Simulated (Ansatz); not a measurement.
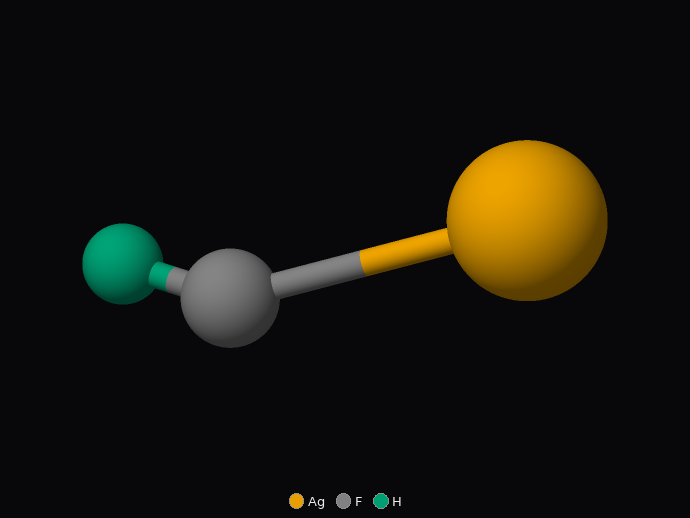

A ball-and-stick model of a molecule. Every bond is drawn as one stick, whatever its order.

The species has charge +1 and is a spin singlet. The computed structure is the end point of a PBE0-D4/def2-TZVP optimisation.

> Which formula does it have?

AgFH⁺, 3 atoms: 1 silver, 1 fluorine and 1 hydrogen.

> How many bonds of each kind are drawn?

1 Ag–F, 1 F–H. Sticks follow a distance rule.

The parts below concern this one geometry. Atoms keep their numbers from picture to picture.

Shape

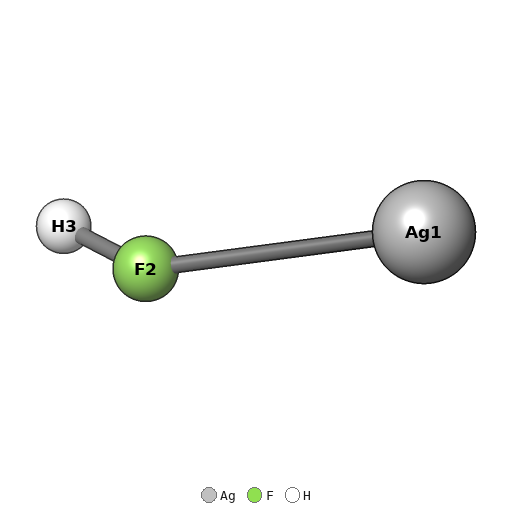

Atoms carry their numbers in the input.

What are the angles Ag1–F2–H3?

```json
{"angle": "Ag1–F2–H3", "degrees": "147.2"}
```

Electronic properties

Method: RKS PBE0-D4/def2-TZVPPD, core potentials on Ag (Ansatz 0.2.0).

> Give the LUMO energy (Kohn–Sham orbital) at this level.

−9.02 eV.

> Estimate the HOMO energy (Kohn–Sham orbital).

−16.15 eV.

Thermal motion

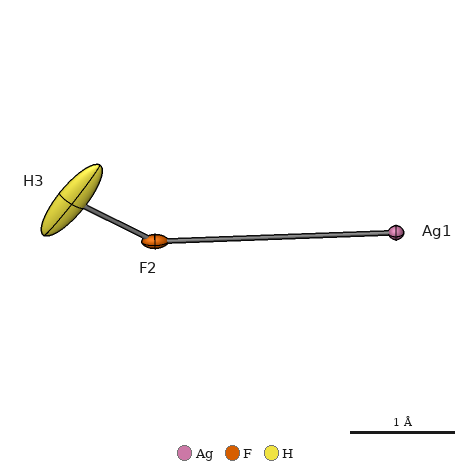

Displacement ellipsoids at the 50 % level, from the internal vibrations of the free molecule (harmonic, no overall translation or rotation; no half-axis is drawn under 0.075 Å). Vibrations computed with RKS PBE0-D4/def2-TZVP, core potentials on Ag (Ansatz 0.2.0). Temperature: 298 K.

Give the displacement parameters, one line for each set of equivalent atoms.

| atom | U_eq (Å²) | rms amplitudes (Å) |
| --- | --- | --- |
| Ag1 | 0.00008 | 0.000, 0.001, 0.016 |
| F2 | 0.0025 | 0.000, 0.020, 0.084 |
| H3 | 0.0354 | 0.000, 0.093, 0.313 |

Charges

The questions are on Mulliken charges. Level of theory: RKS PBE0-D4/def2-TZVP, core potentials on Ag (Ansatz 0.2.0).

List the Mulliken charges.

| atom | value (e) |
| --- | --- |
| Ag1 | 0.93 |
| F2 | −0.40 |
| H3 | 0.47 |

Vibrations

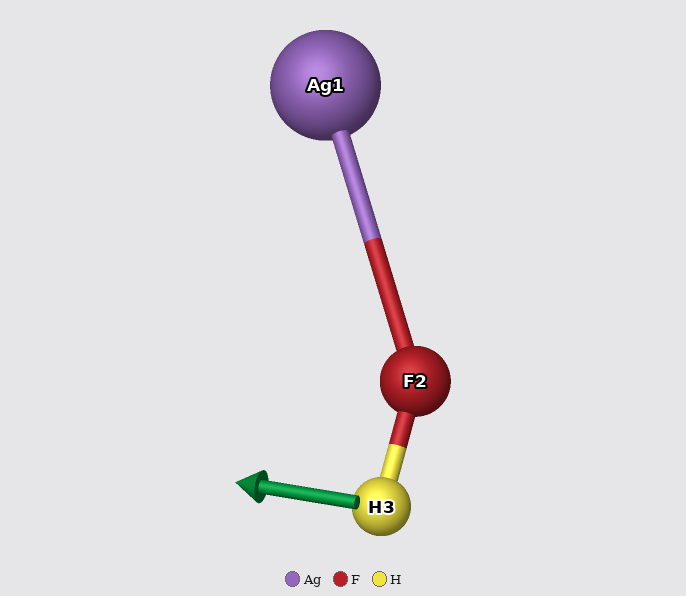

The arrows show one normal mode. Harmonic vibrations computed with RKS PBE0-D4/def2-TZVP, core potentials on Ag (Ansatz 0.2.0) at a stationary point of the same level.

> What kind of motion is it?

Mostly Ag–F–H bending.

> At what wavenumber does it lie?

284 cm⁻¹; it is mode 2 of 3 counted from the lowest.

Mulliken values depend strongly on the basis set and can even reverse the polarity of a bond.
